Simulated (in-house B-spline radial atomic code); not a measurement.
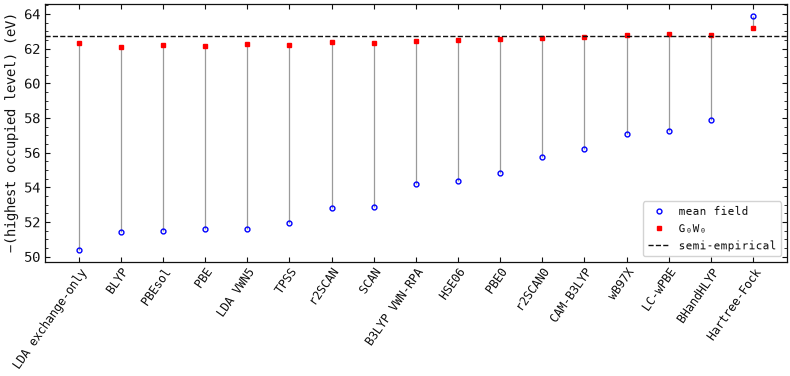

Binding energy of the highest level (2p↑) of F²⁺ ([He] 2s² 2p³) on 17 mean-field starts and after G₀W₀. All-electron spherical atom, non-relativistic, no spin-orbit coupling, Breit or QED terms; computed with a B-spline radial code.

Question: Describe the starting-point dependence.

Answer: The mean-field values spread from 50.37 eV (LDA exchange-only) to 63.89 eV (Hartree-Fock); after G₀W₀ they lie between 62.08 eV (BLYP) and 63.22 eV (Hartree-Fock), so the spread shrinks from 13.52 to 1.14 eV. The semi-empirical removal energy is 62.71 eV; the nearest G₀W₀ value is that on CAM-B3LYP (62.68 eV).

```tsv
Start	Mean field (eV)	G₀W₀ (eV)	RPA correlation (hartree)
LDA exchange-only	50.37	62.30	−0.358
BLYP	51.42	62.08	−0.358
PBEsol	51.46	62.21	−0.358
PBE	51.57	62.15	−0.358
LDA VWN5	51.61	62.26	−0.358
TPSS	51.92	62.19	−0.353
r2SCAN	52.81	62.36	−0.348
SCAN	52.87	62.33	−0.348
B3LYP VWN-RPA	54.19	62.43	−0.344
HSE06	54.38	62.49	−0.343
PBE0	54.82	62.54	−0.341
r2SCAN0	55.73	62.64	−0.335
CAM-B3LYP	56.21	62.68	−0.335
wB97X	57.06	62.80	−0.329
LC-wPBE	57.27	62.84	−0.331
BHandHLYP	57.90	62.78	−0.327
Hartree-Fock	63.89	63.22	−0.302
```
